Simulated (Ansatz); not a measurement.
One crystal and one scan (scan of one atom of the cell) at two levels, PBE (plane waves to 420 eV, PAW, scalar-relativistic; Ansatz, a first-principles code) and r2SCAN (plane waves to 500 eV, PAW, scalar-relativistic; Ansatz), each from its own relaxed cell and on its own mesh. The cell shown is that of PBE.

Relaxed TiN (rock salt):

```
CELL_PARAMETERS angstrom
      0.00000     2.12337     2.12337
      2.12337     0.00000     2.12337
      2.12337     2.12337     0.00000
ATOMIC_POSITIONS crystal
  N  0.00000 0.00000 0.00000
  Ti 0.50000 0.50000 0.50000
```

In this cell atom 2 (Ti, nearest neighbour N at 2.123 Å; its periodic images, 3.0 Å or more away, move with it) is moved by s along Cartesian x, unit vector (1.000, 0.000, 0.000); all other atoms and the cell stay fixed.

E stands for the smeared free energy. The PAW data are Ansatz's earlier set. TiN is run without spin polarisation. TiN was relaxed with its symmetry unable to fall. (PBE) Left out: 4 of 11 points, with atoms too close for the PAW data. (r2SCAN) Left out: 4 of 11 points, with atoms too close for the PAW data. With partly filled bands, energies and forces of such displacements shift with the k mesh and the smearing. Percentages come from the unrounded values.

```csv
quantity,PBE,r2SCAN,PBE − r2SCAN
Lattice constant a (Å),4.247,4.233,+0.014 (+0.3 %)
Force constant k = d²E/ds² at s = 0 (finite differences) (eV/Å²),10.04,10.75,-0.71 (-6.6 %)
Zone-centre optical wavenumber from k (cm⁻¹),502,519,-17 (-3.3 %)
```

PBE gives the higher value for: lattice constant a. PBE gives the lower value for: force constant k = d²E/ds² at s = 0; zone-centre optical wavenumber from k. Both give the same shape of the curve: a single well with its minimum at or next to zero displacement.

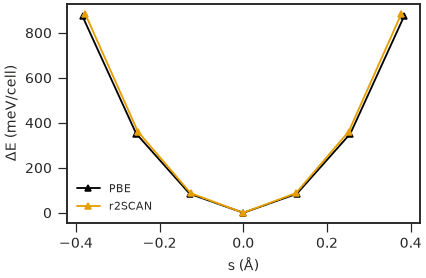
*ΔE, each from the undisplaced structure of its own level.*

(A displaced cell: forces are minus the slopes of the energy, force constants its curvatures, and phonons follow from these.)
